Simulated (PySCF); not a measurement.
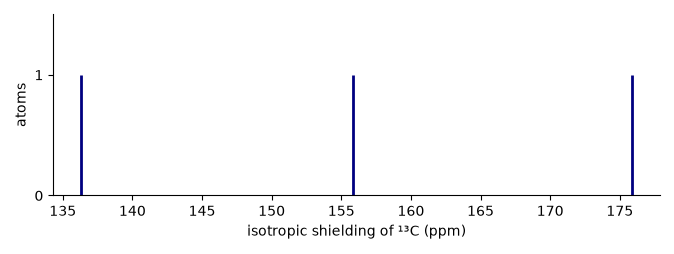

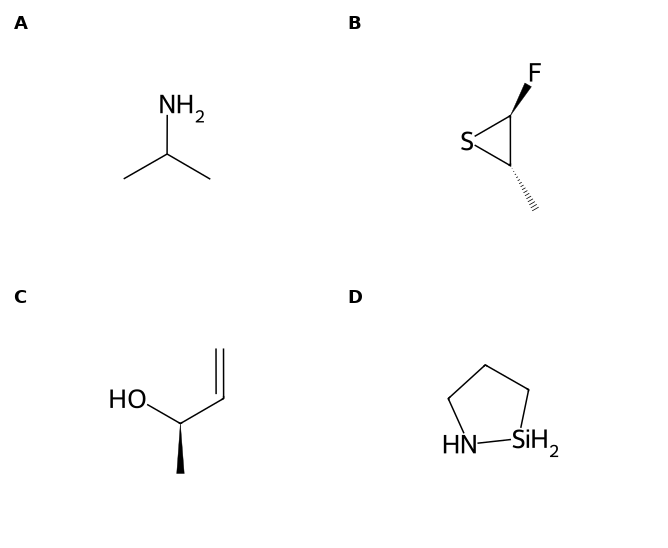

The sticks are computed shieldings of one of the molecules, for one fixed geometry (PBE0-D3(BJ)/def2-SVP) without averaging over rotations. Low shielding means a high chemical shift. Method: GIAO PBE0/pcSseg-1 NMR shielding, non-relativistic, IEF-PCM chloroform (PySCF 2.14.0).

> Which molecule gives this pattern?

D, `C1CN[SiH2]C1`. Its 3 C atoms give lines at 136.3, 155.8, 175.9 ppm.
